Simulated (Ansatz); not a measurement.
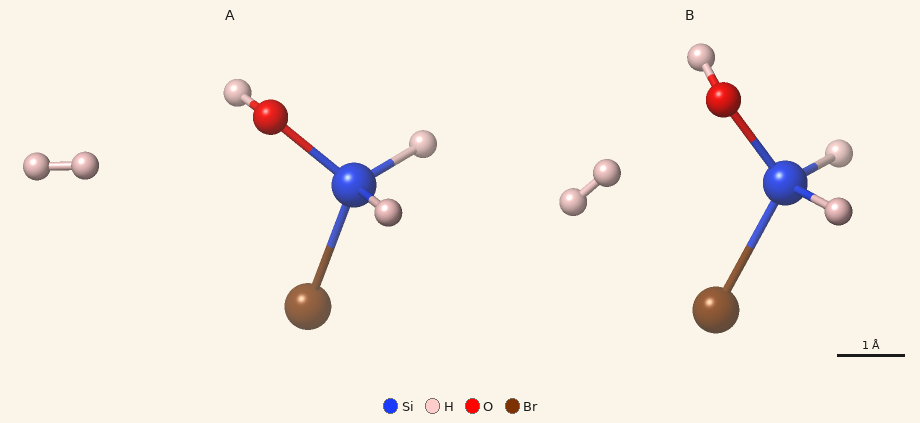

Two geometries of SiH5OBr, drawn at one scale. One is the start of a relaxation, the other its converged end. A ball-and-stick model, seen at a tilt.

The calculation used Ansatz, RHF/def2-SVP. Settings: no spin polarisation; force threshold 0.03 eV/Å; at most 50 steps.

Which of the two is the end point?

Structure A is the relaxed one. The run prepares an end point of a later path (reaction) calculation, from a guessed geometry. An H atom moves most after the best rigid fit: 1.36 Å. Largest moves by element: H 1.36 Å, Br 0.90 Å, Si 0.44 Å, O 0.42 Å. Near-neighbour distances that change, for instance: Br–Si 2.289 → 2.239 Å, H–H 0.711 → 0.747 Å. Bond angles that change, for instance: O–Si–Br 118.3° → 110.5°, H–Si–Br 104.5° → 108.4°, O–Si–H 108.8° → 111.9°. Groups turn about O–Si by about 25°. Over 18 accepted moves (19 points after the start) the energy falls by 12.2 kcal/mol. The largest force component goes from 1.4 to 0.013 eV/Å. The line search rejected the trial step at point 8 of the run. The forces were under the threshold at step 9, but the run went on from there. The run took 36 s on 1 thread of Arm Neoverse V2 (shared host), peak memory 0.17 GiB.

Limits of the set-up: Hartree-Fock leaves out electron correlation.
